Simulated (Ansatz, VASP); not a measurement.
# NaCl (Halite) in two plane-wave programs, part 2 of 2

Aim: how closely do two programs agree when they are given the same cell, functional and k mesh?

VASP 6.6.1 and Ansatz 0.2.0.

So far: Set-up; VASP: band structure, HSE06.

### Step 3. Ansatz: band structure, HSE06

Level of this step: Ansatz beside VASP: Kohn-Sham DFT, plane waves, HSE06 (Ansatz).

Ansatz runs on its default PAW (the set named soft_2) files.

The same cell, functional, mesh and smearing now go to Ansatz, which takes its cutoff from its data sets.

Input file input.yaml:

```yaml
crystal:
  lattice:
    - [0.0, 2.82028, 2.82028]
    - [2.82028, 0.0, 2.82028]
    - [2.82028, 2.82028, 0.0]
  atoms:
    - { symbol: Cl, position: [0.5, 0.5, 0.5] }
    - { symbol: Na, position: [0.0, 0.0, 0.0] }
hamiltonian:
  xc: { exchange: pbe, correlation: pbe, exx: { coeff: 0.25, omega: 0.2 } }
  pseudopotentials: { kind: paw }
kpoints:
  mp_grid: { grid: [5, 5, 5] }
  band_path:
    path:
      - [0.0, 0.0, 0.0]
      - [0.5, 0.0, 0.5]
      - [0.5, 0.22222, 0.72222]
      - [0.40278, 0.34722, 0.75]
      - [0.125, 0.125, 0.25]
      - [0.27778, 0.27778, 0.27778]
      - [0.55556, 0.38889, 0.55556]
      - [0.58333, 0.25, 0.66667]
      - [0.5, 0.30556, 0.69444]
      - [0.48611, 0.48611, 0.52778]
      - [0.625, 0.25, 0.625]
      - [0.5, 0.0, 0.5]
    npoints: 1
scf:
  occupations: { method: gaussian, width: 0.03 }
  n_extra_bands: 7
output:
  forces: true
  stress: true
  eigenvalues: true
  write_density: true
  write_potential: true
  elf: true
  volumetric_format: npy
```

Run with:

```
ansatz run input.yaml --threads 4 --pin off --max-ram 9216MiB --backend cpu --events-out ev --progress --plain --runs-dir out
```

Numbers of over 12 decimals in the logs are rounded to 6 here.

Log:

```text
Warning: output.stress: scf.convergence.dr2_threshold = 1e-7 eV (the SCF's general default) is looser than the 2e-10 eV advised for a printed stress (1e-10 eV for each atom of the cell: 2). What an SCF threshold leaves in a stress goes as its square root, and in the free energy as the threshold itself, and one threshold admits the most on a small cell: [figures from the program's tests cut] Set scf.convergence.dr2_threshold to 2e-10 eV or tighter. The threshold is an SCF's pass mark: one that does not reach it within its budget of iterations ends unconverged, or closes short of it on a stop that the run arms, and scf.convergence.dr2_threshold's page says what that costs each kind of run
Warning: output.stress: scf.exx.energy_threshold = 1e-6 eV is looser than the 2e-8 eV advised for a stress under a hybrid functional (1e-8 eV for each atom of the cell: 2). Every SCF of the exchange loop can meet its threshold on dr2 while the loop round them stops early: no threshold on dr2 bounds what that leaves in the stress. Set scf.exx.energy_threshold to 2e-8 eV or tighter. The threshold is the loop's pass mark: a loop that does not reach it within its budget of cycles ends unconverged, and scf.exx.energy_threshold's page has the law
scf.n_extra_bands = 7 over 8 filled bands (N_el = 16.0): the run solves 15 bands
Engine: ansatz 0.2.0, aarch64-unknown-linux-gnu
Pseudopotentials: kind: paw
Pseudopotential: Cl, paw, valence charge 7, recommended cutoff 420 eV (normal), Cl.paw.azcp
Pseudopotential: Na, paw, valence charge 9, recommended cutoff 420 eV (normal), Na.paw.azcp
Functional definition: unnamed
  parameter a_1 = 0.25
  parameter omega_1 = 0.2/angstrom
  exchange = pbe_x + (-a_1)*pbe_x_sr(omega_1) + a_1*exact_x_sr(omega_1)
  correlation = pbe_c
Crystal: 2 atoms, lattice volume = 44.865 Å³
Basis set: ecut = 420 eV, 893 PW (Γ), exchange–correlation on 54×54×54 points (8 copies of the dense FFT grid, shifted against one another)
Bands: 15, of which v1, the nominal top of the filled ones, is band 8 counted from 1 (7 counted from 0)
Symmetry: 48 space group operations
Space group: Fm-3m (ITA 225), of the structure as read, at distance tolerance 3.6e-5 Å
k-points: 10 of 125
Non-local potential: Cl, projectors of the file, l = 0: 2, l = 1: 2, l = 2: 2
Non-local potential: Na, projectors of the file, l = 0: 3, l = 1: 2, l = 2: 1
PAW form: soft (Blöchl's): semilocal exchange-correlation on the pseudo side does not see the compensation charge
PAW frozen core: Cl, regenerated for the run's functional, and the local potential with it (the file was generated under x = pbe(κ = 0.804, μ = 0.219515), c = pbe(β = 0.066725))
PAW frozen core: Na, regenerated for the run's functional, and the local potential with it (the file was generated under x = pbe(κ = 0.804, μ = 0.219515), c = pbe(β = 0.066725))
PAW one-centre angular grid: Cl, 110 points (default); XC on 64 Gauss nodes
PAW one-centre angular grid: Na, 110 points (default); XC on 96 Gauss nodes
Initial density: superposition of atomic densities (neutral atoms: chi_scale 0, normalization atom), corrected by the library's trained network
Initial wavefunctions: pseudopotential atomic-orbital guess
Functional: x = pbe(κ = 0.804, μ = 0.219515), c = pbe(β = 0.066725), warm-up for x = pbe(κ = 0.804, μ = 0.219515) + 0.25 (exact − pbe) at short range (hse, ω = 0.2 Å⁻¹), c = pbe(β = 0.066725)
SCF iter   1: F=—  HF=-2569.550373 eV  |F-HF|=—  |Δ(HF+E_count)|=         —  Δρ=5.89e-4  dr2=2.02e-4  ethr=1.77e-3  ⟨swp⟩=2.0  Hψ=1061  notcnv=0
preconditioner: auto → none  [insulator: Δε(μ)=5.095 eV  Ē_g=23.187 eV  σ=0.030 eV  W_gap=1.00  n_scr=14 (ndim 8)  ℏωp=20.7 eV  f_vac=0.033  D(μ)=0.00/eV (n_scr^D=0)]
iter 2 solved again at ethr=1.17e-8 eV; its pass at ethr=1.26e-6 eV (dr2=1.87e-6 eV) is discarded
SCF iter   2: F=-2569.550271 eV  HF=-2569.550274 eV  |F-HF|=3.36e-6  |Δ(HF+E_count)|=   9.84e-5  Δρ=8.15e-5  dr2=1.86e-6  ethr=1.17e-8  ⟨swp⟩=2.7  Hψ=542  notcnv=0  defer=1
SCF 1 stopped early in 2 iterations: F = -2569.550271 eV  dr2 = 1.86e-6
  greatest PAW one-centre occupation: 0.999 electrons in one spin orbital (limit 2), on the Na atom at site 1 (counted from 0), in its partial waves of l = 0
Initial density: handed on by an earlier stage of this run
Initial wavefunctions: those handed on with the density
Functional: x = pbe(κ = 0.804, μ = 0.219515) + 0.25 (exact − pbe) at short range (hse, ω = 0.2 Å⁻¹), c = pbe(β = 0.066725)
Exchange kernel: α = 0.2500, screened, ω = 0.2000 Å⁻¹, Wigner–Seitz truncation, v(0) = 1126.1855 eV·Å³, q-mesh 5×5×5, nearest image of the exchange supercell L = 19.94 Å, pair-density grid 15×15×15, without the augmentation charges, whose exchange is taken in its separable form by FFT convolution over the k-point mesh (sized by the pseudopotential files, 24×24×24 at the most), smooth part of the exact exchange by density-matrix convolution
Frozen-core exchange: fock
SCF iter   1: F=—  HF=-2570.503241 eV  |F-HF|=—  |Δ(HF+E_count)|=         —  Δρ=4.87e-3  dr2=5.75e-3  ethr=1.16e-7  ⟨swp⟩=8.7  Hψ=793  notcnv=0
preconditioner: auto → none  [insulator: Δε(μ)=6.471 eV  Ē_g=17.805 eV  σ=0.030 eV  W_gap=1.00  n_scr=14 (ndim 8)  ℏωp=15.7 eV  f_vac=0.032  D(μ)=0.00/eV (n_scr^D=0)]
SCF iter   2: F=—  HF=-2570.500283 eV  |F-HF|=—  |Δ(HF+E_count)|=   2.96e-3  Δρ=1.37e-3  dr2=6.67e-4  ethr=1.16e-7  ⟨swp⟩=4.0  Hψ=390  notcnv=0
SCF iter   3: F=—  HF=-2570.501952 eV  |F-HF|=—  |Δ(HF+E_count)|=   1.67e-3  Δρ=6.82e-4  dr2=1.33e-4  ethr=1.16e-7  ⟨swp⟩=4.1  Hψ=368  notcnv=0
SCF iter   4: F=—  HF=-2570.501914 eV  |F-HF|=—  |Δ(HF+E_count)|=   3.83e-5  Δρ=1.32e-4  dr2=5.84e-6  ethr=1.16e-7  ⟨swp⟩=3.0  Hψ=316  notcnv=0
SCF iter   5: F=-2570.501915 eV  HF=-2570.501914 eV  |F-HF|=1.19e-6  |Δ(HF+E_count)|=   4.08e-7  Δρ=1.14e-5  dr2=7.60e-7  ethr=3.22e-8  ⟨swp⟩=2.0  Hψ=269  notcnv=0
SCF 2 stopped early in 5 iterations: F = -2570.501915 eV  dr2 = 7.60e-7
hybrid outer 1: dexx = +1.791e-3 eV, tail = 7.55e-6 eV
Exchange kernel: α = 0.2500, screened, ω = 0.2000 Å⁻¹, Wigner–Seitz truncation, v(0) = 1126.1855 eV·Å³, q-mesh 5×5×5, nearest image of the exchange supercell L = 19.94 Å, pair-density grid 15×15×15, without the augmentation charges, whose exchange is taken in its separable form by FFT convolution over the k-point mesh (sized by the pseudopotential files, 24×24×24 at the most), smooth part of the exact exchange by density-matrix convolution
Frozen-core exchange: fock
SCF iter   1: F=—  HF=-2570.501863 eV  |F-HF|=—  |Δ(HF+E_count)|=         —  Δρ=4.06e-5  dr2=3.97e-7  ethr=2.36e-7  ⟨swp⟩=5.4  Hψ=411  notcnv=0
preconditioner: auto → none  [insulator: Δε(μ)=6.503 eV  Ē_g=17.809 eV  σ=0.030 eV  W_gap=1.00  n_scr=14 (ndim 8)  ℏωp=15.7 eV  f_vac=0.036  D(μ)=0.00/eV (n_scr^D=0)]
SCF iter   2: F=-2570.501863 eV  HF=-2570.501863 eV  |F-HF|=7.43e-9  |Δ(HF+E_count)|=   1.80e-7  Δρ=4.75e-6  dr2=8.29e-9  ethr=2.23e-9  ⟨swp⟩=3.0  Hψ=294  notcnv=0
SCF 3 converged in 2 iterations: F = -2570.501863 eV  dr2 = 8.29e-9
  Residual-converged pass: ⟨swp⟩=3.0  Hψ=293  notcnv=0  max |occ|·‖R‖ = 2.3e-6 eV (tolerance 2.4e-6 eV)  dr2=8.35e-9  dr2_onsite=1.57e-9  max |Δocc| = 0.0e0
hybrid outer 2: dexx = +5.631e-8 eV, tail = 2.11e-8 eV, Δε = 2.58e-3 eV (about 2.05e-4 eV left of the loop's levels)
NSCF: frozen V_eff on 12 k-points
hybrid SCF converged: 2 outer / 7 inner (+2 warm-up), last move |dexx| = 5.63e-8 eV, tail = 2.11e-8 eV
Stability not checked: this state was not tested for a lower state beside it, because the functional holds exact exchange (a hybrid, or Hartree-Fock), whose exchange loop this test does not read (fock_operator; see scf.lower_state_search)
Free energy (F): -2570.501863 eV
Frozen-core exchange: fock
Harris-Foulkes:  -2570.501863 eV  (|F-HF|=7.43e-9)
Internal energy: -2570.501863 eV  (E = F + TS)
E sigma→0 (E₀):  -2570.501863 eV
Fermi energy:    3.348685 eV
--- Per-component energies (eV) ---
  E_band       = -272.886347
  E_kinetic    = 283.383495
  E_local      = -1531.695484  (includes V_loc(G=0)·N_el)
  E_nonlocal   = 143.619593
  E_hartree    = 540.928750
  E_xc         = -118.047855
  E_vxc        = -138.133503  (∫ρ·V_xc dr)
  E_exx        = -58.672614  (= α·E_x^exact, valence–valence)
  E_paw        = -893.811991  (= ΣΔE_a)
  E_vpaw       = 5.427843  (= ΣTr[D̂ρ^β])
  E_aug_tail   = 0.000073  (compensation charges beyond the density's cutoff)
  E_ewald      = -936.060707
  E_core_change = -0.145122  (= ΣΔE_core)
  E_smearing   = -0.000000  (= −TS)
  E_closure    = -0.000001  (closes the sum)
  Σ components = -2570.501863   (vs F -2570.501863, Δ=0.00e0)
--- Forces (eV/Å), atoms counted from 1 ---
  atom   1  Cl     0.00000000    -0.00000000    -0.00000000
  atom   2  Na     0.00000000    -0.00000000    -0.00000000
  max |Σ_I F_I| component: 2.12e-29 eV/Å
--- Stress (GPa, compression-positive) ---
        0.172924       0.000000      -0.000000
        0.000000       0.172924       0.000000
       -0.000000       0.000000       0.172924
  P = ⅓ Tr σ = 0.1729 GPa (1.729 kbar)
--- Band table (eV; the first three rows and the last of 10) ---
  k-point 0: bands = [... 4 lower, -13.7488, 0.0970, 0.0970, 0.0970, 6.6003, 12.6731, 12.6731, 12.6731, ... 3 higher]
  k-point 1: bands = [... 4 lower, -13.6288, -0.7300, -0.0050, -0.0050, 7.7034, 11.6986, 13.0129, 13.0129, ... 3 higher]
  k-point 2: bands = [... 4 lower, -13.4244, -1.7833, -0.1618, -0.1618, 8.6954, 12.0477, 12.6568, 12.6568, ... 3 higher]
  k-point 9: bands = [... 4 lower, -13.3381, -1.4171, -0.9224, -0.5215, 10.4204, 10.7894, 11.2100, 13.7753, ... 3 higher]
```

Wall time 19 s (4 threads of Arm Neoverse V1, shared host); peak memory 0.67 GiB.

### Step 4. Side by side

Known differences besides the PAW data sets themselves: exact exchange at q = 0 is treated differently, which shows on coarse meshes; VASP keeps PBE cores, Ansatz makes them for the functional; the data sets hold 16 valence electrons in Ansatz (default PAW (the set named soft_2) files) and 14 in VASP; the cutoff is 420 eV in Ansatz and 350 eV in VASP; VASP takes a coarser grid for exact exchange (PRECFOCK = Fast). Total energies have different zeros and are not compared.

Compared:

```
                     quantity  Ansatz   VASP  difference
gap over the path points (eV)   6.503  6.491      +0.012
```

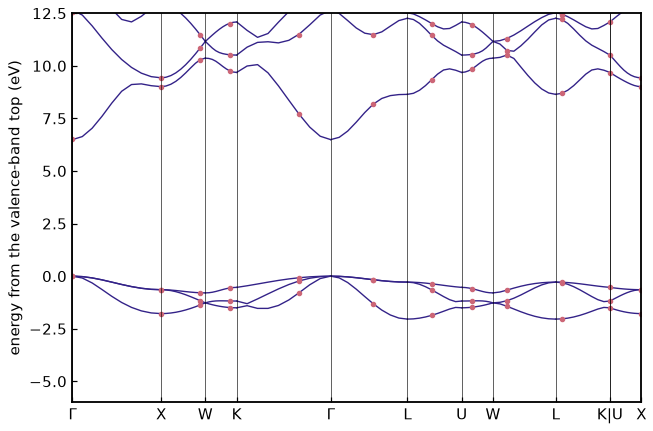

Bands from VASP (lines) and levels from Ansatz (dots). Dots without a line are higher empty bands that the VASP plot leaves out.

Levels at points of the path, from each program's valence-band top (eV; 3 filled, then empty):

```
k (reciprocal lattice)                               Ansatz                                 VASP
     0.000 0.000 0.000      0.00 0.00 0.00 6.50 12.58 12.58      0.00 0.00 0.00 6.49 12.64 12.64
     0.500 0.000 0.500    -1.78 -0.64 -0.64 9.01 9.41 12.91    -1.78 -0.64 -0.64 9.01 9.43 12.91
     0.500 0.222 0.722  -1.36 -1.17 -0.79 10.29 10.84 11.44  -1.36 -1.17 -0.79 10.30 10.86 11.46
     0.403 0.347 0.750   -1.49 -1.18 -0.56 9.76 10.52 12.01   -1.49 -1.18 -0.56 9.76 10.53 12.02
     0.125 0.125 0.250   -0.78 -0.23 -0.07 7.70 11.48 12.85   -0.78 -0.23 -0.07 7.68 11.51 12.90
     0.278 0.278 0.278   -1.31 -0.17 -0.17 8.19 11.46 12.84   -1.31 -0.17 -0.17 8.18 11.48 12.90
     0.556 0.389 0.556   -1.86 -0.65 -0.36 9.33 11.44 12.00   -1.87 -0.65 -0.36 9.33 11.45 12.02
     0.583 0.250 0.667   -1.48 -1.18 -0.59 9.85 10.54 11.94   -1.48 -1.18 -0.59 9.85 10.55 11.95
     0.500 0.306 0.694  -1.43 -1.17 -0.66 10.51 10.72 11.28  -1.43 -1.17 -0.67 10.51 10.73 11.30
     0.486 0.486 0.528   -2.03 -0.31 -0.29 8.69 12.21 12.42   -2.03 -0.31 -0.29 8.69 12.20 12.47
```

Among the levels compared (up to four filled and three empty ones at each point), filled levels agree within 3 meV and empty ones within 66 meV.

### Step 5. Outcome

| Item | Value |
| --- | --- |
| difference in gap over the path points (band structure, HSE06) | 0.012 eV |

In words: The difference in gap over the path points is 0.012 eV (band structure, HSE06), within the 0.08 eV picked in this series as the mark of a large difference. How closely two codes agree says nothing of how well the functional describes the real material.

[Lines on the potential files, build, host, timing and source positions are cut from VASP's logs without a mark.]

[Logs are printed without paths, hosts, clocks, repeated set-up lines and the standing remarks that a program may print on its own settings, such as how far it seeks lower states.]

[Hosts, paths, dates, database ids (printed as entryN), source tags and the programs' standing remarks are cut or masked in the printed files.]
